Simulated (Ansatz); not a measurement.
C5H11Al (SMILES C=C[CH](C)[AlH][CH3])

Input file:

```
crystal:
  periodic: [false, false, false]
  atoms:
    - { symbol: C, position_ang: [-2.1091, -1.494, -0.8089] }
    - { symbol: C, position_ang: [-0.9325, -0.9515, -0.6618] }
    - { symbol: C, position_ang: [-0.5558, -0.2577, 0.6027] }
    - { symbol: C, position_ang: [-0.9932, 1.1794, 0.6539] }
    - { symbol: Al, position_ang: [1.4792, -0.2631, 0.7927] }
    - { symbol: C, position_ang: [2.3209, -1.22549, 2.31551] }
    - { symbol: H, position_ang: [-2.4035, -1.9298, -1.7494] }
    - { symbol: H, position_ang: [-2.8575, -1.3641, -0.0342] }
    - { symbol: H, position_ang: [-0.2199, -1.012, -1.4421] }
    - { symbol: H, position_ang: [-0.9114, -0.8262, 1.5122] }
    - { symbol: H, position_ang: [-0.7843, 1.6637, 1.6291] }
    - { symbol: H, position_ang: [-0.654, 1.7705, -0.1788] }
    - { symbol: H, position_ang: [-2.2257, 1.184, 0.5882] }
    - { symbol: H, position_ang: [2.36626, 0.46529, -0.32649] }
    - { symbol: H, position_ang: [1.52828, -1.64243, 2.94384] }
    - { symbol: H, position_ang: [3.00109, -2.04389, 1.921] }
    - { symbol: H, position_ang: [2.92, -0.51273, 2.91624] }
basis:
  gaussian: { orbitals: "6-31G" }
hamiltonian:
  xc: { name: BHLYP }
  dispersion: d4
relax:
  f_tol: 0.015
  max_steps: 40
output:
  orbitals: {}
```

Command:

```sh
ansatz run input.yaml --threads 1 --pin off --max-ram 2048MiB --backend cpu --events-out ev --progress --plain --runs-dir out
```

The fields are those of the relaxed geometry.

Method: Ansatz 0.2.0, RKS BHLYP-D4/6-31G.

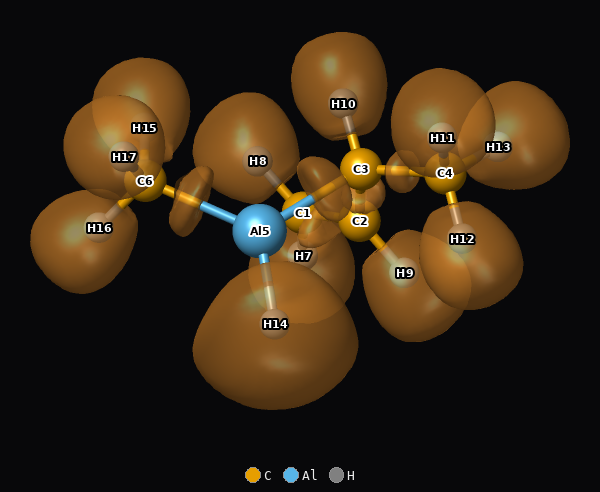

Figure 1. Isosurface of the ELF at 0.85 (orange), seen from one side. Core shells and regions of very low density are left out.

### Identify the bonds, lone pairs and shells in this picture.

The ELF exceeds this value in one region between bonded Al–C atoms (shared pairs), three regions between bonded C–C atoms (shared pairs), eleven regions around hydrogen nuclei and one region on C in which the atom's valence shell and bonds are merged. Profiles from the grid: C–C (1.34 Å): the ELF peaks at about 0.95 between the atoms: a short, multiple covalent bond. C–Al (1.97 Å): the ELF peaks at about 0.95 between the atoms, as expected for a shared but strongly polarised pair.

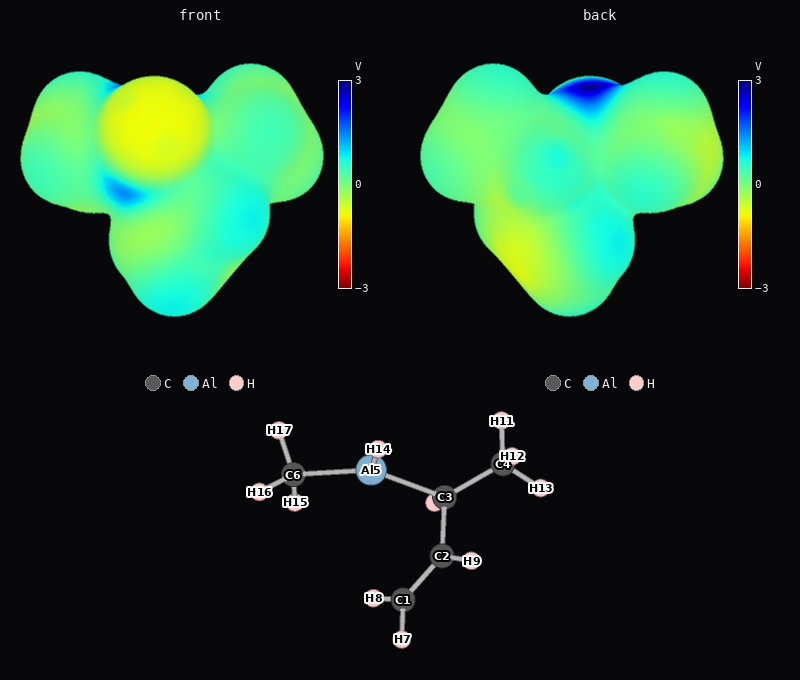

Figure 2. The electrostatic potential painted on the density surface at 0.002 e/bohr³, seen from the front and from behind; the colour scale runs from red (negative) to blue (positive). The bare structure is drawn below in the same view.

### Which sites attract a positive test charge, and which a negative one?

A positive charge is drawn to the negative regions and a negative charge to the positive ones. The most negative region (about −0.8 V) lies over H14, the most positive (about +2.7 V) over Al5.

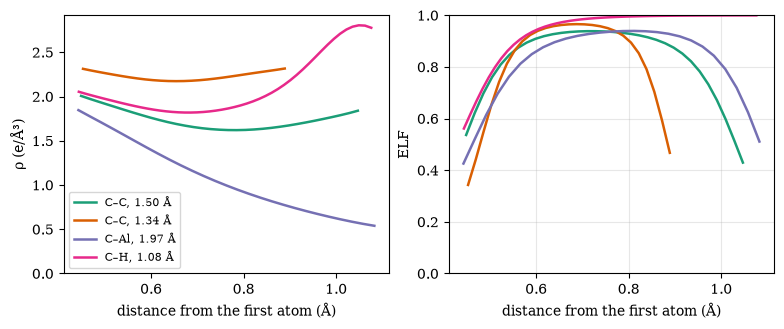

Figure 3. Electron density and electron localisation function along straight lines between neighbouring atoms. The curves leave out the atomic cores.

### What kind of bonding do the profiles show?

C–C (1.50 Å): the density is about 1.6 e/Å³ at the midpoint; the ELF peaks at about 0.95 between the atoms; a shared electron pair.
C–C (1.34 Å): ρ at the midpoint is about 2.2 e/Å³; the ELF peaks at about 0.95 between the atoms: a short, multiple covalent bond.
C–Al (1.97 Å): the density is about 0.64 e/Å³ at the midpoint; the ELF peaks at about 0.95 between the atoms; a shared but strongly polarised pair.
C–H (1.08 Å): the density is about 1.9 e/Å³ at the midpoint; the ELF climbs to about 1 towards the hydrogen, as it does in any bond to H: a covalent bond by its length.
